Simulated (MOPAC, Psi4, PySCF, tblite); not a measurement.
Two rigid molecules brought together: BCl3 ··· H3Al (SMILES ClB(Cl)Cl and [AlH3]), singlet. Monomers: optimised at B3LYP-D3(BJ) (def2-TZVP), held rigid. Orientation: lowest of the rigid-body minima from ten starts at GFN2-xTB (searched outside a hard wall at short contacts). The monomers approach along the line of their centres of mass (distance R); nothing else relaxes. The shortest distances reach bonding range, where SAPT0 and rigid monomers are unreliable.

Geometry at R = 3.19 Å (first 4 atoms: monomer A):
```
8

Cl    -0.9369    -1.4724     0.0046
B      0.0001     0.0000    -0.0010
Cl    -0.8070     1.5475     0.0048
Cl     1.7438    -0.0752    -0.0084
Al     0.7044    -3.1085     0.1661
H      1.3438    -2.6852    -1.2154
H     -0.4914    -4.1408     0.2000
H      1.2611    -2.4998     1.5139
```

- GFN2-xTB (tblite)
- PBE0/def2-TZVP, counterpoise-corrected (Psi4)
- AM1, restricted, heats of formation (MOPAC)
- PBE0-D3(BJ)/def2-TZVP, counterpoise-corrected (Psi4)
- RKS-B3LYP/3-21G = PySCF with restricted B3LYP/3-21G, no counterpoise correction

Interaction energies in kcal/mol (negative: bound); R is the distance of the centres of mass, d the Cl1···Al5 distance.

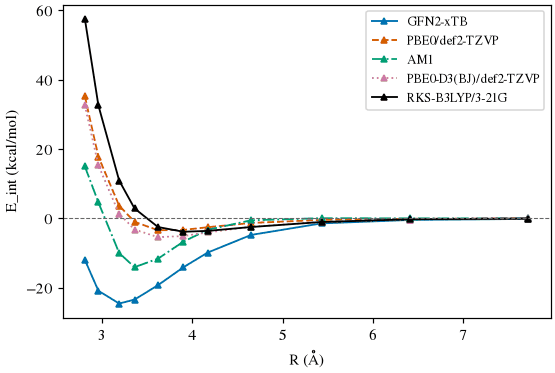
Fig. 1. Interaction energy against separation.

| R / Å | d / Å | GFN2-xTB | PBE0/def2-TZVP | AM1 | PBE0-D3(BJ)/def2-TZVP | RKS-B3LYP/3-21G |
|---|---|---|---|---|---|---|
| 2.81 | 2.01 | -11.94 | 35.26 | 15.03 | 32.67 | 57.60 |
| 2.96 | 2.13 | -20.87 | 17.81 | 4.62 | 15.31 | 32.61 |
| 3.19 | 2.32 | -24.55 | 3.67 | -9.97 | 1.33 | 10.92 |
| 3.36 | 2.47 | -23.42 | -0.98 | -14.06 | -3.20 | 2.88 |
| 3.62 | 2.70 | -19.25 | -3.40 | -11.60 | -5.40 | -2.48 |
| 3.90 | 2.95 | -14.10 | -3.32 | -6.72 | -5.08 | -3.84 |
| 4.17 | 3.19 | -9.84 | -2.53 | -3.27 | -4.05 | -3.59 |
| 4.65 | 3.64 | -4.76 | -1.31 | -0.53 | -2.40 | -2.47 |
| 5.43 | 4.38 | -1.42 | -0.42 | 0.08 | -0.99 | -1.03 |
| 6.41 | 5.33 | -0.43 | -0.10 | 0.01 | -0.32 | -0.23 |
| 7.72 | 6.61 | -0.13 | -0.02 | -0.01 | -0.08 | -0.03 |

Lowest grid point: GFN2-xTB -24.55 kcal/mol at R = 3.19 Å; PBE0/def2-TZVP -3.40 kcal/mol at R = 3.62 Å; AM1 -14.06 kcal/mol at R = 3.36 Å; PBE0-D3(BJ)/def2-TZVP -5.40 kcal/mol at R = 3.62 Å; RKS-B3LYP/3-21G -3.84 kcal/mol at R = 3.90 Å.
